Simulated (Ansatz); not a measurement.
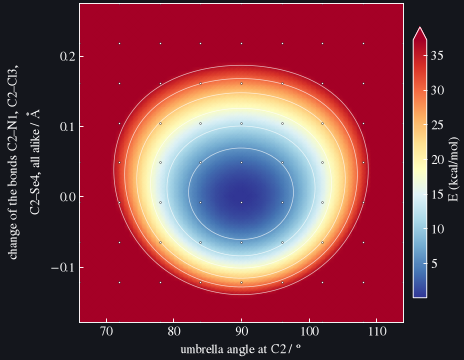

CH₂ClNSe, SMILES NC(Cl)=[Se]. Coordinates scanned: (1) umbrella angle at C2 (between each of its bonds and their common axis; 90 is planar); (2) change of the bonds C2–N1, C2–Cl3, C2–Se4, all alike. Nothing is relaxed (all other coordinates rigid). The scan uses a 9 × 9 grid; 45 points were computed and 36 follow by symmetry. Points are written as (first, second). Energies are in kcal/mol, from the relaxed molecule at the same level. The restricted reference is unstable at some or all points, so the energies there are unreliable. Method: RHF-MP2, frozen core/def2-TZVP in Ansatz 0.2.0.

The picture shows a smooth colour map with a few white contour lines, dots at the grid points, one colour for all values above the top of the scale. Between grid points the surface is interpolated.

**Estimate the position of the minimum and the force constants in these coordinates.**

The interpolated minimum is at the first coordinate ≈ 90.0°, the second coordinate ≈ 0.000 Å. The curvatures there are about 28 eV/rad² and 124 eV/Å², with a cross term of about 0 eV/(rad·Å). Round the minimum the two coordinates are nearly uncoupled. (1 eV is 23.1 kcal/mol.)
